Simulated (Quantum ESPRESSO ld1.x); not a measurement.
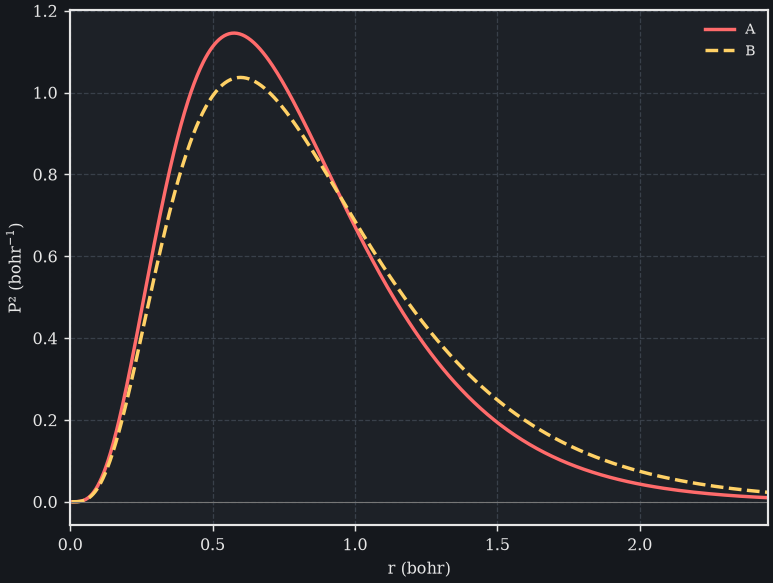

Two charge states of neon were computed: Ne²⁺ in [He] 2s2 2p4 (high spin); Ne⁺ in [He] 2s2 2p5 (high spin). Theory: scalar-relativistic Kohn-Sham, LDA (Slater exchange, VWN5 correlation), spin-polarised, spherical densities, point nucleus (computed with Quantum ESPRESSO ld1.x 7.5).

The plot shows P² of the 2p up orbital in both runs (large components where relativistic).

**Which curve belongs to which run?**

A is Ne²⁺ in [He] 2s2 2p4 (high spin) (⟨r⟩ = 0.801 bohr, eigenvalue −56.9 eV); B is Ne⁺ in [He] 2s2 2p5 (high spin) (⟨r⟩ = 0.875 bohr, eigenvalue −33.3 eV). Fewer electrons screen less, so the orbital shrinks.
